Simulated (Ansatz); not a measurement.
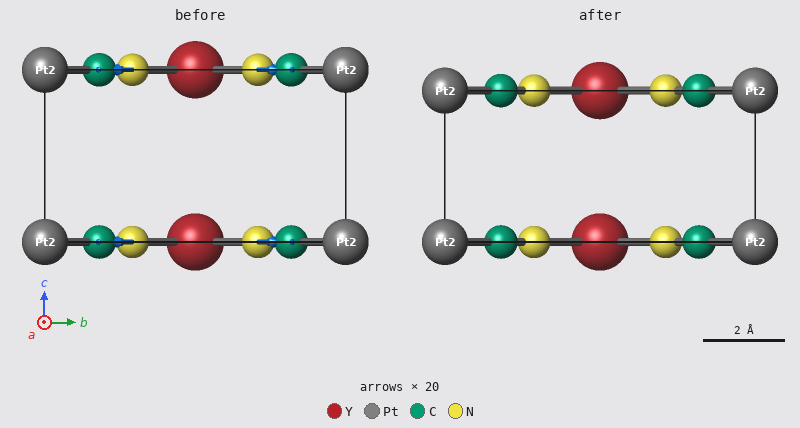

The structure of a crystal of YPtC₄N₄ (a generated structure, set up in P4/mmm) (coarse preliminary run) before (left) and after (right) a relaxation, at one scale. The blue arrows give the displacements (the part carried along by the change of the cell is left out), magnified 20 times.

The picture is a ball-and-stick view of the cell of the calculation, seen along the a axis.

Level of theory: DFT PBE, scalar-relativistic, plane waves, PAW in Ansatz. Settings: plane-wave cutoff 420 eV; k-point mesh 2 × 2 × 4; occupations gaussian; smearing width 0.1 eV; no spin polarisation; cell and atoms relaxed; force threshold 0.04 eV/Å; at most 70 steps.

What changed between the two?

The largest moves relative to the cell, 0.039 Å, are those of N atoms. Largest moves by element: N 0.039 Å, C 0.006 Å. Pt and Y stay in place. The volume changes by −6.5 %, with a = b 7.491 → 7.724 Å (+3.1 %), c 4.289 → 3.771 Å (−12.1 %). Near-neighbour distances that change, for instance: C–Y 3.380 → 3.491 Å, N–Y 2.210 → 2.318 Å, C–Pt 1.917 → 1.971 Å. The space group stays P4/mmm (No. 123). After 4 accepted moves (6 points after the start) the energy has fallen by 56.2 meV per atom. Largest force component: 0.48 eV/Å at the start, 0.014 eV/Å at the end. Pressure: 5.28 GPa at the start and −0.04 GPa at the end. The line search rejected the trial step at point 4 of the run. The SCF was repeated once at an unchanged geometry on a basis and grid sized afresh for the cell, which shifted the energy by 0.1 meV per atom at most. Cost: 2 min on 1 thread of Arm Neoverse N1, with other jobs on the host, peak memory 0.49 GiB.

Limits of the set-up: the k-point mesh is coarse for a cell with partly filled bands; layers or molecules are held without a dispersion correction, so their spacing is unreliable.
